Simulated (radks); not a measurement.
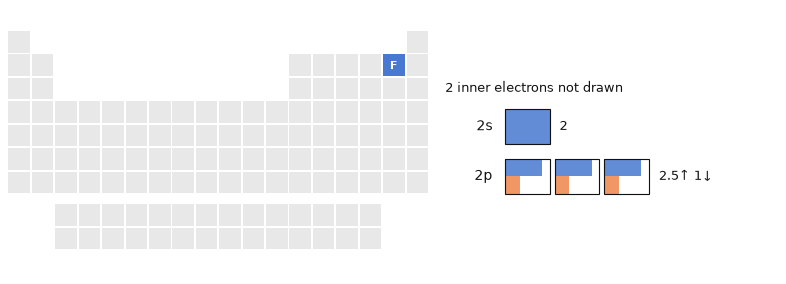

*Left, the place of fluorine in the periodic table; right, the outer shells as the input fills them: a box for each of the 2l + 1 orbitals, shaded by the share of the shell that is filled, up spin in the upper half and down spin in the lower, with the electron count at the right.*

# F (charge +1.5): atomic calculation

F with charge +1.5 in the configuration [He] 2s2 2p3.5 (2p: 2.5 up, 1 down). Computed at this level: non-relativistic Kohn-Sham, PBEsol, spin-polarised, spherical densities, point nucleus (the in-house radial solver radks).

## Results in brief

- outcome: converged
- total energy: −98.081152 hartree
- kinetic energy: 97.842462 hartree
- electron–nucleus energy: −227.500766 hartree
- Hartree energy: 40.722372 hartree
- exchange–correlation energy: −9.145221 hartree
- radius at density 0.001 e/bohr³: 2.60 bohr
- SCF iterations: 13
- hardware: 1 CPU thread, shared host

## Input file
```
Z 9
configuration [He] 2s2 2p2.5 2p1
relativity non-relativistic
functional pbe_sol,pbe_sol
spin polarised
nucleus point
```

Energies in input and log are in hartree, lengths in bohr.

## Output
```
1s      1   1.0000         -25.50238556
2s      1   1.0000          -2.14490450
2p      1   2.5000          -1.45363680
1s      2   1.0000         -25.45212441
2s      2   1.0000          -2.02866181
2p      2   1.0000          -1.33283854
Etot -98.08115207570151
Ekin 97.84246237561898
Encl -227.50076591032678
Eh 40.72237202389749
Exc -9.145220564891211
err 1.816073888221742e-09
it 13
```

## Orbitals

```
orbital  occupation  energy (eV)  ⟨r⟩ (bohr)  outer maximum (bohr)
  1s up           1     −693.955      0.1770                 0.115
1s down           1     −692.588      0.1766                 0.115
  2s up           1      −58.366      0.9368                 0.744
2s down           1      −55.203      0.9508                 0.750
  2p up         2.5      −39.555      0.9259                 0.663
2p down           1      −36.268      0.9535                 0.675
```

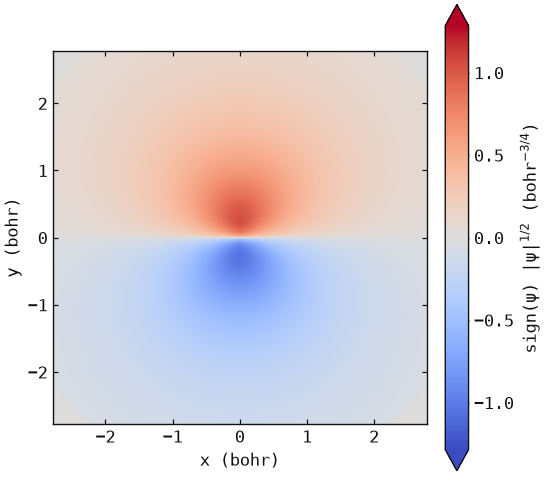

*One occupied orbital of up spin is shown. In the xy plane through the nucleus, the colour gives the signed square root of ψ. The radial function comes from the spherical calculation and is multiplied by a real spherical harmonic; the overall sign is chosen so that the largest lobe of P(r) is positive.*

It is 2p(y) of up spin. It has the nodal plane xz and no radial node. The maximum of P² lies at 0.663 bohr, ⟨r⟩ = 0.926 bohr, 90 % of the charge lies within 1.56 bohr, and the eigenvalue is −39.6 eV, with 2.5 electrons in the shell for this spin.

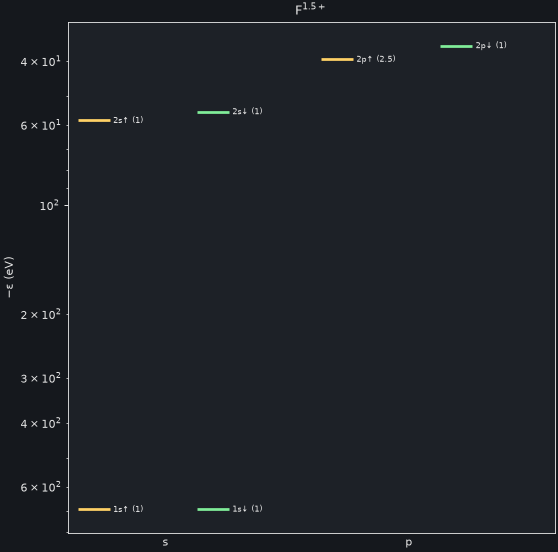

*All occupied levels, on a logarithmic scale of binding energy, are drawn by angular momentum (occupations in brackets, up spins at the left of each column and down spins at the right).*

The highest occupied level is 2p down at −36.3 eV. The highest 4 occupied levels, from the top down, are 2p down (−36.3 eV), 2p up (−39.6 eV), 2s down (−55.2 eV), 2s up (−58.4 eV). The largest exchange splitting (down less up) among the shells drawn in both spins is that of 2p, 3.29 eV.
